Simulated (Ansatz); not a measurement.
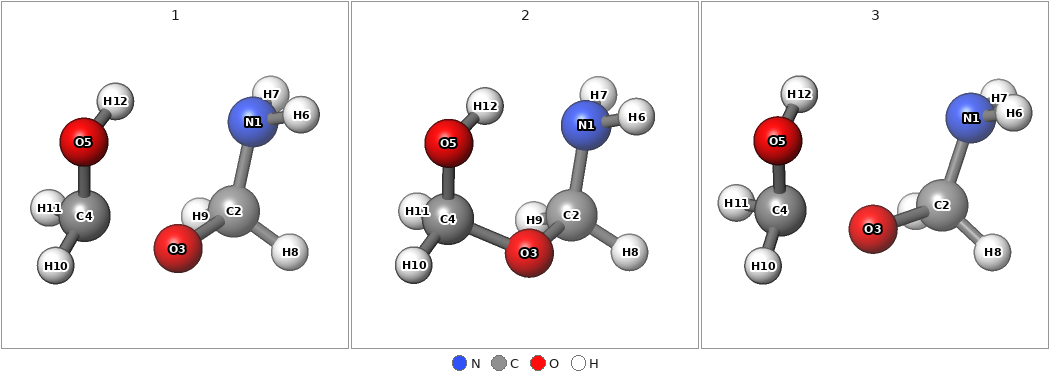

C2H7NO2, SMILES NCOCO. 
- Coordinates scanned: (1) angle C2–O3–C4; (2) change of the bonds O3–C2, O3–C4, all alike.
- Nothing is relaxed (all other coordinates rigid).
- The grid has 9 × 9 points. At 3 points there is no value (left out of the scan, as a rule where atoms come close).
- Points are written as (first, second).
- Energies are in eV, from the lowest grid point.
- Method: RKS PBE-D4/def2-TZVP in Ansatz.

The numbered pictures are structures from this grid.

Q: Rank them by energy, lowest first.

A: 2, at (112.8°, −0.007 Å): 0.0 eV; 1, at (124.0°, 0.192 Å): 1.1 eV; 3, at (146.6°, 0.192 Å): 1.8 eV.

The map, with the structures marked:

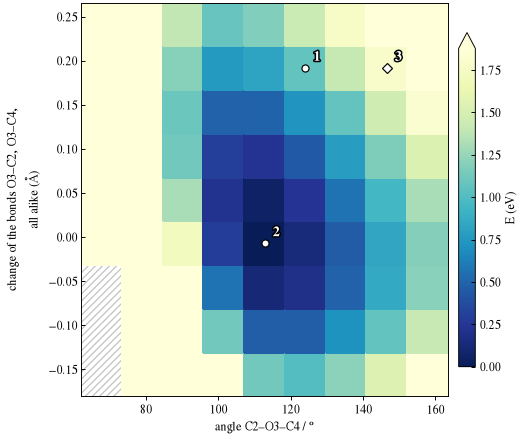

In the figure: one coloured cell a grid point, one colour for all values above the top of the scale, hatched blanks where no value was computed.
